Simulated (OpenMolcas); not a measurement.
**Run report: AlHSF, excited-state calculation (part 1 of 2)**

System: AlHSF, multiplicity 2, SMILES [F][Al][SH].
Method: CASSCF/cc-pVDZ-DK, DKH2 (OpenMolcas 26.06).

The geometry comes from this level: GFN2-xTB.

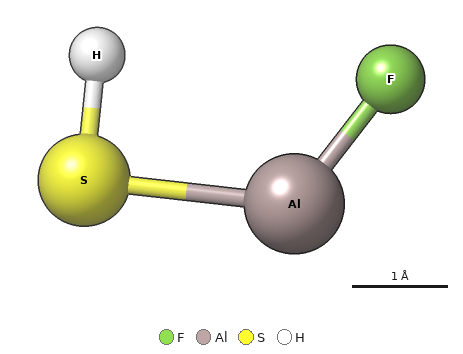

**Figure 1.** The structure as given in the input (ball-and-stick view, seen on its broad side). Sticks mark near contacts. Bond lengths as drawn: Al–F 1.66 Å, Al–S 2.24 Å and H–S 1.33 Å.

The input
```
* AlFHS CASSCF
>>> EXPORT MOLCAS_PRINT=2
&gateway
basisset
F.cc-pVDZ-DK....
F1 -1.699220 -0.299420 0.823290 angstrom
End of Basis
basisset
Al.cc-pVDZ-DK....
Al2 -0.621040 0.881040 0.384440 angstrom
End of Basis
basisset
S.cc-pVDZ-DK....
S3 1.308160 0.356530 -0.627160 angstrom
End of Basis
basisset
H.cc-pVDZ-DK....
H4 1.012090 -0.938150 -0.580580 angstrom
End of Basis
ricd
&seward
relativistic
R02E00
&rasscf
fileorb
$CurrDir/step2.RasOrb
spin
2
nactel
9 0 0
inactive
15
ras2
9
ciroot
2 2 1
orblisting
Nothing
orbappear
Compact
&rassi
nrofjobiphs
1 all
```

Launch command:
```bash
export MOLCAS_MEM=1860
pymolcas step7.inp > step7.log
```

Output
```
--- Start Module: gateway ---

                                              &GATEWAY

                       available to each process: 1.9 GB of memory, 1 thread

++    Symmetry information:
      ---------------------

                    Character Table for C1

                             E
                    a        1  x, y, xy, Rz, z, xz, Ry, yz, Rx, I
--

++    Basis set information:
      ----------------------

      Basis set label: F.CC-PVDZ-DK.........

      Electronic valence basis set:
      ------------------
      Associated Effective Charge   9.000000 au
      Associated Actual Charge      9.000000 au
      Nuclear Model: Point charge

      Shell  nPrim  nBasis  Cartesian Spherical Contaminant
         s       9       3        X
         p       4       2        X
         d       1       1                 X

      Basis set label: AL.CC-PVDZ-DK.........

      Electronic valence basis set:
      ------------------
      Associated Effective Charge  13.000000 au
      Associated Actual Charge     13.000000 au
      Nuclear Model: Point charge

      Shell  nPrim  nBasis  Cartesian Spherical Contaminant
         s      12       4        X
         p       8       3        X
         d       1       1                 X

      Basis set label: S.CC-PVDZ-DK.........

      Electronic valence basis set:
      ------------------
      Associated Effective Charge  16.000000 au
      Associated Actual Charge     16.000000 au
      Nuclear Model: Point charge

      Shell  nPrim  nBasis  Cartesian Spherical Contaminant
         s      12       4        X
         p       8       3        X
         d       1       1                 X

      Basis set label: H.CC-PVDZ-DK.........

      Electronic valence basis set:
      ------------------
      Associated Effective Charge   1.000000 au
      Associated Actual Charge      1.000000 au
      Nuclear Model: Point charge

      Shell  nPrim  nBasis  Cartesian Spherical Contaminant
         s       4       2        X
         p       1       1        X
--

++    Molecular structure info:
      -------------------------

                    ************************************************
                    **** Cartesian Coordinates / bohr, angstrom ****
                    ************************************************

     Center  Label                x              y              z                     x              y              z
        1      F1              -3.211060      -0.565822       1.555793             -1.699220      -0.299420       0.823290
        2      AL2             -1.173596       1.664924       0.726486             -0.621040       0.881040       0.384440
        3      S3               2.472064       0.673744      -1.185161              1.308160       0.356530      -0.627160
        4      H4               1.912573      -1.772847      -1.097137              1.012090      -0.938150      -0.580580

                    ***************************************
                    *    InterNuclear Distances / bohr    *
                    ***************************************

               1 F1            2 AL2           3 S3            4 H4
    1 F1       0.000000
    2 AL2      3.132928        0.000000
    3 S3       6.430183        4.234108        0.000000
    4 H4       5.894622        4.966720        2.511291        0.000000

                    *******************************************
                    *    InterNuclear Distances / angstrom    *
                    *******************************************

               1 F1            2 AL2           3 S3            4 H4
    1 F1       0.000000
    2 AL2      1.657874        0.000000
    3 S3       3.402706        2.240593        0.000000
    4 H4       3.119299        2.628275        1.328918        0.000000
--

            Nuclear Potential Energy            119.37997335 au

--- Stop Module: gateway /rc=_RC_ALL_IS_WELL_ ---

--- Start Module: seward ---

                                              &SEWARD

                       available to each process: 1.9 GB of memory, 1 thread

               SEWARD will generate:
                  Multipole Moment integrals up to order  2
                  Kinetic Energy integrals
                  Nuclear Attraction integrals (point charge)
                  One-Electron Hamiltonian integrals
                  Velocity integrals
                  Relativistic Douglas-Kroll-Hess integrals:
                    - Parametrization         : EXP
                    - DKH order of Hamiltonian: 2
                    - DKH order of Properties : 0
                         - multipole moment operators
                         - electric potential operators
                         - contact operators
                  Orbital angular momentum around ( -0.1483   0.6830   0.1287 )
                  Velocity quadrupole around ( -0.1483   0.6830   0.1287 )
                  RI decomposed two-electron repulsion integrals stored Cholesky style
                   - acCD auxiliary basis
                   - CD Threshold:   1.00E-04

                   Integrals are discarded if absolute value <: 1.00E-14
                   Integral cutoff threshold is set to       <: 1.00E-16

            Nuclear Potential Energy            119.37997335 au

      Basis set specifications :
      Symmetry species         a
      Basis functions           55

--- Stop Module: seward /rc=_RC_ALL_IS_WELL_ ---

--- Start Module: rasscf ---

                                              &RASSCF

                       available to each process: 1.9 GB of memory, 1 thread

      Header of the ONEINT file:
      --------------------------

      OrdInt status: non-squared

      Cartesian coordinates in angstrom:
      -----------------------------------------------------
      No.  Label        X            Y            Z
      -----------------------------------------------------
       1   F1        -1.69922000  -0.29942000   0.82329000
       2   AL2       -0.62104000   0.88104000   0.38444000
       3   S3         1.30816000   0.35653000  -0.62716000
       4   H4         1.01209000  -0.93815000  -0.58058000
      -----------------------------------------------------
      Nuclear repulsion energy =  119.37997335

++    Wave function specifications:
      -----------------------------

      Number of closed shell electrons          30
      Number of electrons in active shells       9
      Max number of holes in RAS1 space          0
      Max nr of electrons in RAS3 space          0
      Number of inactive orbitals               15
      Number of active orbitals                  9
      Number of secondary orbitals              31
      Spin quantum number                      0.5
      State symmetry                             1
--

++    Orbital specifications:
      -----------------------

      Symmetry species                           1
                                                 a
      Frozen orbitals                            0
      Inactive orbitals                         15
      Active orbitals                            9
      RAS1 orbitals                              0
      RAS2 orbitals                              9
      RAS3 orbitals                              0
      Secondary orbitals                        31
      Deleted orbitals                           0
      Number of basis functions                 55
--

++    CI expansion specifications:
      ----------------------------

      Number of CSFs                          8820
      Number of determinants                 15876
      Number of root(s) required                 2
      Root chosen for geometry opt.              2
      CI roots used                              1     2
      weights                                0.500 0.500
      highest root included in the CI            2
      max. size of the explicit Hamiltonian    200
--

++    Optimization specifications:
      ----------------------------

      RASSCF algorithm: LK RI/DF
      Maximum number of macro iterations       200
      Maximum number of SX iterations          100
      Threshold for RASSCF energy            1.000E-08
      Threshold for max MO rotation          1.000E-01
      Threshold for max BLB element          1.000E-04
      Level shift parameter                  5.000E-01
      Make Quasi-Newton update
--

      The MO-coefficients are taken from the file:
      step2.RasOrb
      Title: RASSCF average (pseudo-natural) orbitals

      Total molecular charge    0.00

      ************************************************************************************************************************
      *                                            Wave function control section                                             *
      ************************************************************************************************************************

                                         RASSCF iterations: Energy and convergence statistics
                                         ----------------------------------------------------

          iter iter root      energy       change     param      element    value   shift minimum  type update hh:mm:ss
 Nr of preliminary CI iterations:   4
        1   1    7    0  -741.14604222    0.00E+00   1.42E-03   16  40 1 -2.32E-04*  0.21   0.00    SX    NO    0:00:00
        2   1    6    0  -741.14604413   -1.91E-06*  6.37E-04   22  29 1 -9.20E-05   0.21   0.00    SX    NO    0:00:00
        3   1    6    0  -741.14604441   -2.73E-07*  2.97E-04   22  29 1 -4.28E-05   0.21   0.00    SX    NO    0:00:00
        4   7    6    0  -741.14604648   -2.07E-06* -2.81E-04   12  21 1 -9.34E-05   0.21   0.00    SX    NO    0:00:00
        5   5    6    0  -741.14604658   -1.04E-07* -4.21E-04   14  34 1 -3.70E-05   0.21   2.50    LS   YES    0:00:00
        6   5    6    0  -741.14604663   -4.50E-08* -1.71E-04   12  21 1  9.62E-05   0.21   0.84    QN   YES    0:00:00
        7   5    6    0  -741.14604668   -5.10E-08*  6.66E-04   12  21 1  4.71E-05   0.21   1.69    QN   YES    0:00:00
        8   6    6    0  -741.14604676   -7.71E-08* -1.60E-04   14  53 1  6.26E-05   0.21   0.92    QN   YES    0:00:00
        9   4    6    0  -741.14604677   -1.09E-08* -2.40E-04   13  39 1 -2.56E-05   0.21   2.50    LS   YES    0:00:00
       10   5    6    0  -741.14604676    3.31E-09  -1.05E-04   14  53 1 -8.13E-05   0.21   0.34    QN   YES    0:00:00
      Convergence after 10 iterations
       11   1    6    0  -741.14604678   -1.51E-08* -1.05E-04   14  53 1 -4.19E-05   0.21   0.34    QN   YES    0:00:00

      ************************************************************************************************************************
                                                      Wave function printout:
                       occupation of active orbitals, and spin coupling of open shells (u,d: Spin up or down)
      ************************************************************************************************************************

      Note: transformation to natural orbitals
      has been made, which may change the order of the CSFs.

      printout of CI-coefficients larger than  0.05 for root  1
      energy=    -741.205300
      conf/sym  111111111     Coeff  Weight
             1  2222u0000  -0.97258 0.94591
             6  22220u000  -0.10523 0.01107
            15  22u2d0u00  -0.06008 0.00361
            66  222uud000  -0.05697 0.00325
           109  222u00200  -0.05852 0.00342
           170  2220u2000  -0.05746 0.00330
           290  2022u0020  -0.06316 0.00399
```
